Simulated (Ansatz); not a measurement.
# CsBe2BSe3F2: complex band structure

Wanted: the relaxed cell of CsBe2BSe3F2, its band edges and its decay constants. It is built by putting Se for O in the CsBe2BO3F2 structure of space group R32, with the volume rescaled by atomic radii. The parent structure comes from the Materials Project.

Calculated with Ansatz 0.2.0; PBEsol DFT, plane waves, PAW files, in the first sound run; inputs show where later runs differ.

The structure was built from a prototype and need not be the compound's stable phase.

### 1. Starting point

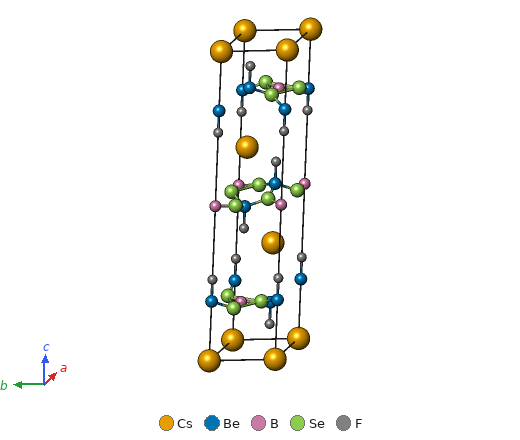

The starting structure, seen from a free direction (caesium orange, beryllium blue, boron pink, selenium green, fluorine grey). This picture shows the conventional cell, with its axes. Some periodic images of atoms are drawn too.

### 2. Relaxing the new crystal

The substituted atoms don't fit the parent's cell, so cell and atoms relax together. A small smearing keeps the run stable in case the gap closes on the way.

Input file input.yaml:

```yaml
crystal:
  lattice:
    - [2.4594559394, 1.4199675487, 8.0895042317]
    - [-2.4594559394, 1.4199675487, 8.0895042317]
    - [0.0, -2.8399350974, 8.0895042317]
  atoms:
    - { symbol: Cs, position: [0.0, 0.0, 0.0] }
    - { symbol: Be, position: [0.808063, 0.808063, 0.808063] }
    - { symbol: Be, position: [0.191937, 0.191937, 0.191937] }
    - { symbol: B, position: [0.5, 0.5, 0.5] }
    - { symbol: Se, position: [0.19134, 0.80866, 0.5] }
    - { symbol: Se, position: [0.5, 0.19134, 0.80866] }
    - { symbol: Se, position: [0.80866, 0.5, 0.19134] }
    - { symbol: F, position: [0.737619, 0.737619, 0.737619] }
    - { symbol: F, position: [0.262381, 0.262381, 0.262381] }
kpoints:
  mp_grid: { grid: [6, 6, 6] }
scf:
  occupations: { method: gaussian, width: 0.03 }
hamiltonian:
  xc: pbesol
output:
  forces: true
  stress: true
relax:
  f_tol: 0.02
  max_steps: 60
  cell: {}
```

The run is started by

```bash
$ ansatz run input.yaml --threads 2 --pin off --max-ram 4096MiB --backend cpu --events-out ev --progress --plain --runs-dir out
```

Numbers of over 12 decimals in the logs are rounded to 6 here.

What it wrote:

```text
basis.fft_grid_basis auto: the FFT boxes are laid along the combinations [[1, 0, -1], [0, 1, -1], [0, 0, 1]] of the cell's own vectors, 4.919, 4.919 and 8.574 Å long. The dense box has 36×36×60 points. Along the cell's own vectors, as sized, it would have 60×60×60, 2.78 times as many. Of the 6 symmetry operations that the crystal satisfies within crystal.symmetry.tolerance (time reversal apart; of a slab, those that  [...]
Engine: ansatz 0.2.0, aarch64-unknown-linux-gnu
Pseudopotentials: kind: paw
Pseudopotential: Cs, paw, valence charge 9, recommended cutoff 420 eV (normal), Cs.paw.azcp
Pseudopotential: Be, paw, valence charge 2, recommended cutoff 420 eV (normal), Be.paw.azcp
Pseudopotential: B, paw, valence charge 3, recommended cutoff 420 eV (normal), B.paw.azcp
Pseudopotential: Se, paw, valence charge 16, recommended cutoff 420 eV (normal), Se.paw.azcp
Pseudopotential: F, paw, valence charge 7, recommended cutoff 420 eV (normal), F.paw.azcp
Functional definition: PBEsol
  exchange = pbesol_x
  correlation = pbesol_c
Crystal: 9 atoms, lattice volume = 169.508 Å³
Basis set: ecut = 420 eV, 3333 PW (Γ), FFT grids on a1−a3, a2−a3, a3, exchange–correlation on 72×72×120 points (8 copies of the dense FFT grid, shifted against one another)
Bands: 48, of which v1, the nominal top of the filled ones, is band 39 counted from 1 (38 counted from 0)
Symmetry: 6 space group operations
Space group: R32 (ITA 155), of the structure as read, at distance tolerance 5.5e-5 Å
k-points: 32 of 216 (time reversal used)
Non-local potential: Cs, projectors of the file, l = 0: 3, l = 1: 2, l = 2: 2, l = 3: 2
Non-local potential: Be, projectors of the file, l = 0: 2, l = 1: 2, l = 2: 1
Non-local potential: B, projectors of the file, l = 0: 2, l = 1: 2, l = 2: 1
Non-local potential: Se, projectors of the file, l = 0: 2, l = 1: 2, l = 2: 3, l = 3: 1
Non-local potential: F, projectors of the file, l = 0: 2, l = 1: 2, l = 2: 1
PAW form: soft (Blöchl's): semilocal exchange-correlation on the pseudo side does not see the compensation charge
PAW frozen core: Cs, regenerated for the run's functional, and the local potential with it (the file was generated under x = pbe(κ = 0.804, μ = 0.219515), c = pbe(β = 0.066725))
PAW frozen core: Be, regenerated for the run's functional, and the local potential with it (the file was generated under x = pbe(κ = 0.804, μ = 0.219515), c = pbe(β = 0.066725))
PAW frozen core: B, regenerated for the run's functional, and the local potential with it (the file was generated under x = pbe(κ = 0.804, μ = 0.219515), c = pbe(β = 0.066725))
PAW frozen core: Se, regenerated for the run's functional, and the local potential with it (the file was generated under x = pbe(κ = 0.804, μ = 0.219515), c = pbe(β = 0.066725))
PAW frozen core: F, regenerated for the run's functional, and the local potential with it (the file was generated under x = pbe(κ = 0.804, μ = 0.219515), c = pbe(β = 0.066725))
PAW one-centre angular grid: Cs, 194 points (default); XC on 64 Gauss nodes
PAW one-centre angular grid: Be, 110 points (default); XC on 64 Gauss nodes
PAW one-centre angular grid: B, 110 points (default); XC on 64 Gauss nodes
PAW one-centre angular grid: Se, 590 points (default); XC on 64 Gauss nodes
PAW one-centre angular grid: F, 110 points (default); XC on 64 Gauss nodes
Initial density: superposition of atomic densities (neutral atoms: chi_scale 0, normalization atom), corrected by the library's trained network
Initial wavefunctions: pseudopotential atomic-orbital guess
Functional: x = pbesol(κ = 0.804, μ = 0.123457), c = pbesol(β = 0.046)
SCF iter   1: F=—  HF=-23783.228205 eV  |F-HF|=—  |Δ(HF+E_count)|=         —  Δρ=6.24e-3  dr2=8.65e-2  ethr=1.77e-3  ⟨swp⟩=8.0  Hψ=7037  notcnv=0  defer=13
preconditioner: auto → Resta (q_TF=auto, 2.397 Å⁻¹)  ε∞=3.1  [insulator: Δε(μ)=1.374 eV  Ē_g=13.646 eV  σ=0.030 eV  W_gap=1.00  n_scr=36 (ndim 8)  ℏωp=19.8 eV  f_vac=0.245  D(μ)=0.00/eV (n_scr^D=0)  ε∞_Penn≈3.1]
SCF iter   2: F=—  HF=-23783.208177 eV  |F-HF|=—  |Δ(HF+E_count)|=   2.00e-2  Δρ=2.33e-3  dr2=2.22e-2  ethr=1.11e-4  ⟨swp⟩=3.0  Hψ=2716  notcnv=0  defer=98
SCF iter   3: F=—  HF=-23783.203536 eV  |F-HF|=—  |Δ(HF+E_count)|=   4.64e-3  Δρ=1.68e-3  dr2=6.32e-3  ethr=2.84e-5  ⟨swp⟩=2.5  Hψ=2107  notcnv=0  defer=98
SCF iter   4: F=—  HF=-23783.201981 eV  |F-HF|=—  |Δ(HF+E_count)|=   1.55e-3  Δρ=5.90e-4  dr2=7.95e-4  ethr=8.10e-6  ⟨swp⟩=2.0  Hψ=2395  notcnv=0  defer=98
SCF iter   5: F=—  HF=-23783.201912 eV  |F-HF|=—  |Δ(HF+E_count)|=   6.94e-5  Δρ=1.99e-4  dr2=8.98e-5  ethr=1.02e-6  ⟨swp⟩=2.1  Hψ=2160  notcnv=0  defer=91
SCF iter   6: F=—  HF=-23783.202010 eV  |F-HF|=—  |Δ(HF+E_count)|=   9.80e-5  Δρ=4.55e-5  dr2=4.96e-6  ethr=1.15e-7  ⟨swp⟩=2.8  Hψ=2674  notcnv=0  defer=91
SCF iter   7: F=—  HF=-23783.202016 eV  |F-HF|=—  |Δ(HF+E_count)|=   6.38e-6  Δρ=1.63e-5  dr2=7.52e-7  ethr=6.36e-9  ⟨swp⟩=2.0  Hψ=2680  notcnv=0  defer=91
SCF iter   8: F=-23783.202018 eV  HF=-23783.202018 eV  |F-HF|=2.94e-7  |Δ(HF+E_count)|=   1.50e-6  Δρ=5.12e-6  dr2=7.71e-8  ethr=1.28e-10  ⟨swp⟩=3.3  Hψ=6843  notcnv=0
SCF 1 converged in 8 iterations: F = -23783.202018 eV  dr2 = 7.71e-8
  greatest PAW one-centre occupation: 1.000 electrons in one spin orbital (limit 2), on the Se atom at site 6 (counted from 0), in its partial waves of l = 2
relax step   1: F+E_penalty+E_count = -23783.20201799 eV  Δ(F+E_penalty+E_count) = +0.000e0 eV  max|allowed force component| = 1.402e1 eV/Å  Δτ_max = 0.0000 Å  P = +51.943 GPa  Ω = 169.508 Å³  (8 SCF iters, dr2 threshold 1.00e-7 eV, accepted)
Crystal: 9 atoms, lattice volume = 186.605 Å³
Basis set: ecut = 420 eV, 3675 PW (Γ), FFT grids on a1−a3, a2−a3, a3, exchange–correlation on 72×72×120 points (8 copies of the dense FFT grid, shifted against one another)
Initial density: handed on by an earlier stage of this run
Initial wavefunctions: those handed on with the density
iter 1 solved again at ethr=1.86e-3 eV; its pass at ethr=3.10e-3 eV (dr2=1.45e0 eV) is discarded
SCF iter   1: F=—  HF=-23792.220152 eV  |F-HF|=—  |Δ(HF+E_count)|=         —  Δρ=2.29e-2  dr2=1.46e0  ethr=1.86e-3  ⟨swp⟩=1.1  Hψ=8630  notcnv=0
preconditioner: auto → Resta (q_TF=auto, 2.359 Å⁻¹)  ε∞=3.4  [insulator: Δε(μ)=1.810 eV  Ē_g=11.348 eV  σ=0.030 eV  W_gap=1.00  n_scr=36 (ndim 8)  ℏωp=17.6 eV  f_vac=0.263  D(μ)=0.00/eV (n_scr^D=0)  ε∞_Penn≈3.4]
SCF iter   2: F=—  HF=-23791.787028 eV  |F-HF|=—  |Δ(HF+E_count)|=   4.33e-1  Δρ=9.27e-3  dr2=1.81e-1  ethr=1.86e-3  ⟨swp⟩=3.4  Hψ=3083  notcnv=0  defer=13
[...]
relax step   8: F+E_penalty+E_count = -23799.17680305 eV  Δ(F+E_penalty+E_count) = -3.733e-2 eV  max|allowed force component| = 3.223e-1 eV/Å  Δτ_max = 0.1340 Å  P = +0.726 GPa  Ω = 191.243 Å³  energy of the carried Pulay correction = -2.441e-2 eV  (8 SCF iters, dr2 threshold 9.00e-7 eV, accepted)
relax step   9: F+E_penalty+E_count = -23799.18371548 eV  Δ(F+E_penalty+E_count) = -6.912e-3 eV  max|allowed force component| = 4.210e-2 eV/Å  Δτ_max = 0.0296 Å  P = +0.228 GPa  Ω = 191.306 Å³  energy of the carried Pulay correction = -2.448e-2 eV  (6 SCF iters, dr2 threshold 9.00e-7 eV, accepted)
relax step  10: F+E_penalty+E_count = -23799.18483643 eV  Δ(F+E_penalty+E_count) = -1.121e-3 eV  max|allowed force component| = 7.521e-2 eV/Å  Δτ_max = 0.0190 Å  P = +0.109 GPa  Ω = 190.852 Å³  energy of the carried Pulay correction = -2.400e-2 eV  (7 SCF iters, dr2 threshold 2.04e-7 eV, accepted)
relax step  11: F+E_penalty+E_count = -23799.18497041 eV  Δ(F+E_penalty+E_count) = -1.340e-4 eV  max|allowed force component| = 4.305e-3 eV/Å  Δτ_max = 0.0021 Å  P = -0.013 GPa  Ω = 191.061 Å³  energy of the carried Pulay correction = -2.422e-2 eV  (5 SCF iters, dr2 threshold 3.54e-7 eV, accepted)
relax step  12: F+E_penalty+E_count = -23799.64995003 eV  Δ(F+E_penalty+E_count) = -4.650e-1 eV  max|allowed force component| = 1.737e-2 eV/Å  Δτ_max = 0.0000 Å  P = +2.578 GPa  Ω = 191.061 Å³  stress off target by 3.72e0 GPa  SCF on the basis re-selected at this cell (its energy is not comparable with the rows above)  (9 SCF iters)
relax step  13: F+E_penalty+E_count = -23799.77344113 eV  Δ(F+E_penalty+E_count) = -1.235e-1 eV  max|allowed force component| = 7.999e-2 eV/Å  Δτ_max = 0.0450 Å  P = +0.654 GPa  Ω = 198.029 Å³  energy of the carried Pulay correction = -8.388e-3 eV  (7 SCF iters, dr2 threshold 9.00e-7 eV, accepted)
relax step  14: F+E_penalty+E_count = -23799.76977547 eV  Δ(F+E_penalty+E_count) = +3.666e-3 eV  max|allowed force component| = 2.928e-2 eV/Å  Δτ_max = 0.0655 Å  P = -0.332 GPa  Ω = 205.053 Å³  energy of the carried Pulay correction = -1.863e-2 eV  (7 SCF iters, dr2 threshold 9.00e-7 eV, accepted)
relax step  15: F+E_penalty+E_count = -23799.77542414 eV  Δ(F+E_penalty+E_count) = -5.649e-3 eV  max|allowed force component| = 5.104e-3 eV/Å  Δτ_max = 0.0081 Å  P = -0.003 GPa  Ω = 203.900 Å³  energy of the carried Pulay correction = -1.656e-2 eV  (5 SCF iters, dr2 threshold 6.13e-7 eV, accepted)
relax step  16: F+E_penalty+E_count = -23799.79527095 eV  Δ(F+E_penalty+E_count) = -1.985e-2 eV  max|allowed force component| = 7.202e-3 eV/Å  Δτ_max = 0.0000 Å  P = +0.050 GPa  Ω = 203.900 Å³  stress off target by 7.22e-2 GPa  SCF on the basis re-selected at this cell (its energy is not comparable with the rows above)  (8 SCF iters)
relax step  17: F+E_penalty+E_count = -23799.79523166 eV  Δ(F+E_penalty+E_count) = +3.929e-5 eV  max|allowed force component| = 3.991e-4 eV/Å  Δτ_max = 0.0013 Å  P = +0.000 GPa  Ω = 203.997 Å³  energy of the carried Pulay correction = -1.186e-4 eV  (5 SCF iters, dr2 threshold 1.30e-8 eV, accepted)
iter 1 solved again at ethr=7.33e-7 eV; its pass at ethr=3.10e-3 eV (dr2=5.72e-4 eV) is discarded
SCF iter   1: F=—  HF=-23799.794709 eV  |F-HF|=—  |Δ(HF+E_count)|=         —  Δρ=9.97e-5  dr2=4.59e-7  ethr=7.33e-7  ⟨swp⟩=3.1  Hψ=10097  notcnv=0
eigensolver tolerance schedule: the retry pair's looser diagonalisation over-reported the residual by 1245.02 of it (diagonalisation noise at 0.42 of the residual, at the tolerance the schedule requests for it); recorded, not acted on — ethr = c·dr2/N_el stays at c = 1.0e-1
SCF iter   2: F=—  HF=-23799.795203 eV  |F-HF|=—  |Δ(HF+E_count)|=   4.94e-4  Δρ=5.03e-5  dr2=1.35e-7  ethr=5.88e-10  ⟨swp⟩=2.6  Hψ=2859  notcnv=0
SCF iter   3: F=—  HF=-23799.795365 eV  |F-HF|=—  |Δ(HF+E_count)|=   1.62e-4  Δρ=1.13e-5  dr2=3.50e-8  ethr=1.73e-10  ⟨swp⟩=2.0  Hψ=2304  notcnv=0
SCF iter   4: F=—  HF=-23799.795372 eV  |F-HF|=—  |Δ(HF+E_count)|=   6.73e-6  Δρ=8.12e-7  dr2=1.50e-9  ethr=4.48e-11  ⟨swp⟩=2.0  Hψ=2259  notcnv=0
SCF iter   5: F=—  HF=-23799.795372 eV  |F-HF|=—  |Δ(HF+E_count)|=   8.49e-9  Δρ=2.38e-7  dr2=3.86e-10  ethr=1.92e-12  ⟨swp⟩=2.0  Hψ=2784  notcnv=0
SCF iter   6: F=—  HF=-23799.795372 eV  |F-HF|=—  |Δ(HF+E_count)|=  2.33e-10  Δρ=2.18e-7  dr2=1.19e-10  ethr=1.00e-12  ⟨swp⟩=3.0  Hψ=2838  notcnv=0
SCF iter   7: F=-23799.795372 eV  HF=-23799.795372 eV  |F-HF|=7.28e-12  |Δ(HF+E_count)|=  8.00e-11  Δρ=9.35e-8  dr2=1.35e-11  ethr=1.00e-12  ⟨swp⟩=4.0  Hψ=4829  notcnv=0
SCF 18 converged in 7 iterations: F = -23799.795372 eV  dr2 = 1.35e-11
relax step  18: F+E_penalty+E_count = -23799.79537190 eV  Δ(F+E_penalty+E_count) = -1.402e-4 eV  max|allowed force component| = 3.800e-4 eV/Å  Δτ_max = 0.0000 Å  P = +0.001 GPa  Ω = 203.997 Å³  stress off target by 2.47e-3 GPa  SCF on the basis re-selected at this cell (its energy is not comparable with the rows above)  (7 SCF iters)
basis re-selected at this cell: Δ(F+E_penalty+E_count) = -1.402e-4 eV, ΔP = +0.001 GPa vs the last step (what re-selecting the basis moved, of the pressure what is left beyond the Pulay correction that the steps carried, after the strain that the cell walked since its last selection, with what the two solves' SCF thresholds leave and, on support functions, any second-order correction that the steps lacked; it is no m [...]
SCF converged after 7 iterations
Free energy (F): -23799.795372 eV
Harris-Foulkes:  -23799.795372 eV  (|F-HF|=7.28e-12)
Internal energy: -23799.795372 eV  (E = F + TS)
E sigma→0 (E₀):  -23799.795372 eV
Fermi energy:    4.954834 eV
--- Per-component energies (eV) ---
  E_band       = -1461.716111
  E_kinetic    = 999.151186
  E_local      = -11201.264007  (includes V_loc(G=0)·N_el)
  E_nonlocal   = -1579.612821
  E_hartree    = 5262.322424
  E_xc         = -710.361516
  E_vxc        = -701.767541  (∫ρ·V_xc dr)
  E_paw        = -11163.130800  (= ΣΔE_a)
  E_vpaw       = 497.129465  (= ΣTr[D̂ρ^β])
  E_aug_tail   = 0.002494  (compensation charges beyond the density's cutoff)
  E_ewald      = -5410.190502
  E_core_change = 3.288170  (= ΣΔE_core)
  E_smearing   = -0.000000  (= −TS)
  E_closure    = 0.000000  (closes the sum)
  Σ components = -23799.795372   (vs F -23799.795372, Δ=0.00e0)
--- Forces (eV/Å), atoms counted from 1 ---
  atom   1  Cs     0.00000000    -0.00000000    -0.00000000
  atom   2  Be     0.00000000    -0.00000000     0.00037999
  atom   3  Be     0.00000000     0.00000000    -0.00037999
  atom   4  B      0.00000000     0.00000000    -0.00000000
  atom   5  Se     0.00014078     0.00000000     0.00000000
  atom   6  Se    -0.00007039     0.00012192     0.00000000
  atom   7  Se    -0.00007039    -0.00012192    -0.00000000
  atom   8  F      0.00000000     0.00000000    -0.00037016
  atom   9  F      0.00000000     0.00000000     0.00037016
  max |Σ_I F_I| component: 3.01e-17 eV/Å
--- Stress (GPa, compression-positive) ---
        0.002468      -0.000000      -0.000000
       -0.000000       0.002468      -0.000000
       -0.000000      -0.000000      -0.002112
  P = ⅓ Tr σ = 0.0009 GPa (0.009 kbar)
--- Relaxed structure (15 steps of the walk, 15 accepted, 3 SCFs on fresh bases) ---
  F+E_penalty+E_count = -23799.79537190 eV   max|allowed force component| = 3.800e-4 eV/Å   (the final SCF, on the basis selected at the relaxed cell)
  cell:  # Å, volume = 203.9968 Å³
    - [3.006751, 1.735948, 6.513851]
    - [-3.006751, 1.735948, 6.513851]
    - [3.1694654515295495e-17, -3.471897, 6.513851]
  atoms:
    - { symbol: Cs, position: [3.704739855479574e-19, -3.3485415152908607e-19, 0] }
    - { symbol: Be, position: [0.783904, 0.783904, 0.783904] }
    - { symbol: Be, position: [0.216096, 0.216096, 0.216096] }
    - { symbol: B, position: [0.5, 0.5, 0.5] }
    - { symbol: Se, position: [0.178127, 0.821873, 0.500000] }
    - { symbol: Se, position: [0.500000, 0.178127, 0.821873] }
    - { symbol: Se, position: [0.821873, 0.5, 0.178127] }
    - { symbol: F, position: [0.709684, 0.709684, 0.709684] }
    - { symbol: F, position: [0.290316, 0.290316, 0.290316] }
```

The job ended after 2.9 min (2 threads of Arm Neoverse V2, shared host; peak memory 0.61 GiB).

The steps of the relaxation:

| step | energy less that of the first step (eV) | largest force component (eV/Å) | pressure (GPa) | volume (Å³) |
| --- | --- | --- | --- | --- |
| 1 | 0.0000 | 14.0169 | 51.94 | 169.51 |
| 2 | -8.5157 | 5.4880 | 27.93 | 186.60 |
| 3 | -13.3789 | 2.9152 | 12.55 | 204.75 |
| 4 | -15.3356 | 0.8753 | 4.21 | 215.21 |
| 5 | -15.6619 | 0.6513 | -2.09 | 223.65 |
| 6 | -15.8370 | 0.2494 | -0.82 | 212.66 |
| 7 | -15.9375 | 0.3442 | 0.33 | 200.29 |
| 8 | -15.9748 | 0.3223 | 0.73 | 191.24 |
| 9 | -15.9817 | 0.0421 | 0.23 | 191.31 |
| 10 | -15.9828 | 0.0752 | 0.11 | 190.85 |
| 11 | -15.9830 | 0.0043 | -0.01 | 191.06 |
| 12* | -16.4479 | 0.0174 | 2.58 | 191.06 |
| 13 | -16.5714 | 0.0800 | 0.65 | 198.03 |
| 14 | -16.5678 | 0.0293 | -0.33 | 205.05 |
| 15 | -16.5734 | 0.0051 | 0.00 | 203.90 |
| 16* | -16.5933 | 0.0072 | 0.05 | 203.90 |
| 17 | -16.5932 | 0.0004 | 0.00 | 204.00 |
| 18* | -16.5934 | 0.0004 | 0.00 | 204.00 |

Relaxation steps marked * repeat the geometry before them on a plane-wave basis chosen anew for their cell, so energy and pressure can jump there.

The run keeps the 6 symmetry operations that it works with, so distortions that break them were not tested.

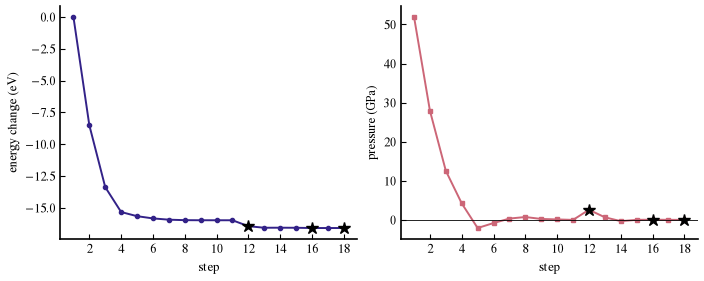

Energy and pressure along the relaxation. Stars mark steps on a basis chosen anew.

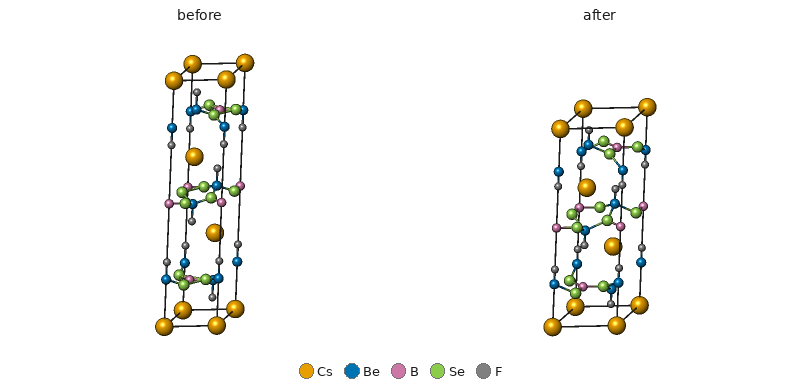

Before and after, at one scale.

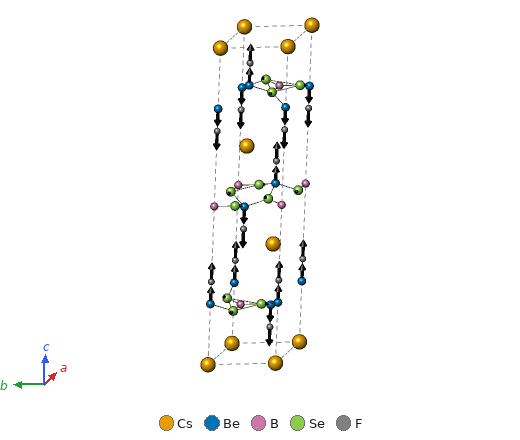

Displacements in the relaxation, exaggerated, measured against the changing cell; the longest in the cell stands for 0.55 Å. Some periodic images of atoms are drawn too.

| cell as run | before | after | change |
| --- | --- | --- | --- |
| a (Å) | 8.574 | 7.381 | -13.9 % |
| b (Å) | 8.574 | 7.381 | -13.9 % |
| c (Å) | 8.574 | 7.381 | -13.9 % |
| α (°) | 33.34 | 48.08 | +44.2 % |
| β (°) | 33.34 | 48.08 | +44.2 % |
| γ (°) | 33.34 | 48.08 | +44.2 % |
| volume (Å³/atom) | 18.83 | 22.67 | +20.3 % |

The atoms that moved most (Å, as changes of fractional coordinates times the final cell):

| atom | dx | dy | dz | length |
| --- | --- | --- | --- | --- |
| F8 | 0.000 | 0.000 | -0.546 | 0.546 |
| F9 | 0.000 | 0.000 | 0.546 | 0.546 |
| Be2 | 0.000 | 0.000 | -0.472 | 0.472 |
| Be3 | 0.000 | 0.000 | 0.472 | 0.472 |
| Se7 | 0.040 | 0.069 | 0.000 | 0.079 |
| Se5 | -0.079 | 0.000 | 0.000 | 0.079 |
| Se6 | 0.040 | -0.069 | 0.000 | 0.079 |

Numbers from this step:

| Quantity | Value |
| --- | --- |
| free energy | -23799.7954 eV |
| Fermi energy | 4.955 eV |
| pressure | 9.41e-4 GPa |

The largest force component on a free atom ends at 3.8e-4 eV/Å.

(Continued in part 2 of 3.)

[Logs are printed without paths, hosts, clocks, repeated set-up lines and the standing remarks that a program may print on its own settings, such as how far it seeks lower states.]

[Hosts, paths, dates, database ids (printed as entryN), source tags and the programs' standing remarks are cut or masked in the printed files.]
